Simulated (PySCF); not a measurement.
C5H8N2, SMILES `CN1C=CN(C)[C]1`.

Method: B3LYP/def2-SVPD; geometry: GFN2-xTB; program: PySCF. No frequency check shows the geometry to be a minimum.

Input script:

```python
import numpy as np
from pyscf import gto, scf, dft
from pyscf.scf import atom_ks, atom_hf
from scipy.linalg import block_diag

def solve(mol, dm0=None, hcore=None):
    mf = (dft.UKS if mol.spin else dft.RKS)(mol, xc='b3lyp')
    mf.grids.level = 3
    mf = mf.density_fit(auxbasis='def2-universal-jkfit')
    mf.conv_tol, mf.max_cycle = 1e-8, 80
    if hcore is not None:
        mf.get_hcore = lambda *args: hcore
    mf.kernel(dm0)
    if not mf.converged:
        mf = mf.newton().run(mf.mo_coeff, mf.mo_occ, max_cycle=30)
    assert mf.converged, 'SCF not converged'
    return mf

mol = gto.M(atom='''
C     -2.42893     0.56042     0.00076
N     -1.06375     0.12350    -0.00071
C     -0.67620    -1.19384    -0.00042
C      0.67618    -1.19385     0.00043
N      1.06373     0.12349     0.00069
C      2.42892     0.56041    -0.00079
C      0.00006     0.96568     0.00006
H     -2.43637     1.64864    -0.00362
H     -2.95358     0.19688    -0.88684
H     -2.95301     0.19691     0.88870
H     -1.37812    -2.00329    -0.00046
H      1.37809    -2.00330     0.00049
H      2.95300     0.19686    -0.88873
H      2.43636     1.64862     0.00356
H      2.95357     0.19688     0.88682
''', basis='def2-svpd', charge=0, spin=0, verbose=4)
mf = solve(mol)
mf.analyze()
# spherically averaged free atoms, for the promolecule
atm = atom_ks.get_atm_nrks(mol, xc='b3lyp')
pro = block_diag(*[(atm[a[0]][2] * atm[a[0]][3]) @ atm[a[0]][2].T for a in mol._atom])
np.savez('result.npz', e=mf.e_tot, c=mf.mo_coeff, occ=mf.mo_occ, eps=mf.mo_energy, pro=pro, dip=mf.dip_moment(verbose=0), s2=mf.spin_square()[0])
```

Launched as:

```sh
OMP_NUM_THREADS=1 python input.py
```

The run took 28 s on 1 thread of AMD EPYC 7R43 64-Core Processor (Zen 3) (shared host), peak memory 0.78 GiB.

Partitions, critical points and surface values were worked out afterwards from this run's density.

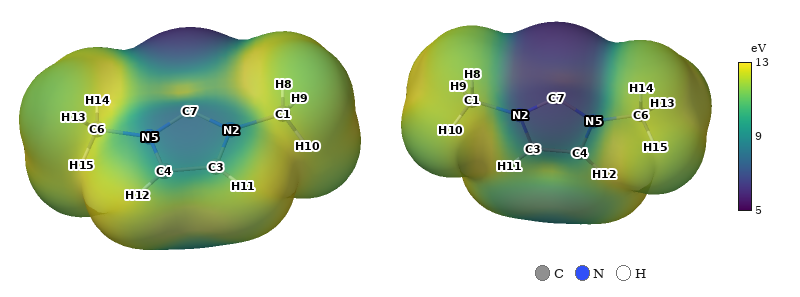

Average local ionisation energy on the surface of electron density 0.001 a.u. (back view left, front view right).

Locate the minima of the map.

Answer. The lowest value is 5.9 eV, 2.2 Å from C7. Further minima include 8.3 eV, off the C3–C4 bond (2.2 to 2.3 Å from its atoms), and at like points elsewhere; 11.3 eV, 1.4 Å from H9, and at like points elsewhere. For comparison, the highest occupied orbital lies at −5.7 eV.
